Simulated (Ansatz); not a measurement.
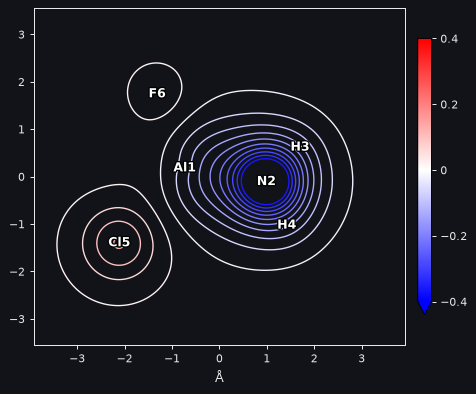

Figure. AlClFH₂N. One frontier orbital on a plane 0.8 Å above the molecular plane (values in Å⁻³ᐟ²; the overall sign is arbitrary).

Level of theory: RKS B3LYP-D4/def2-SVP in Ansatz.

```yaml
atoms:
  - { symbol: Al, position_ang: [0.0274, -0.0081, 0.0598] }
  - { symbol: N, position_ang: [0.0106, 0.0016, 1.8131] }
  - { symbol: H, position_ang: [-0.8276, -0.0511, 2.3833] }
  - { symbol: H, position_ang: [0.8375, 0.0609, 2.3985] }
  - { symbol: Cl, position_ang: [1.8198, 0.1061, -1.0135] }
  - { symbol: F, position_ang: [-1.4000, -0.1094, -0.7813] }
```

> Which orbital is it: HOMO or LUMO?

The HOMO, at −7.50 eV. By Hirshfeld shares it lies mainly on N2 (about 70 %); it changes sign across the molecular plane (π type).
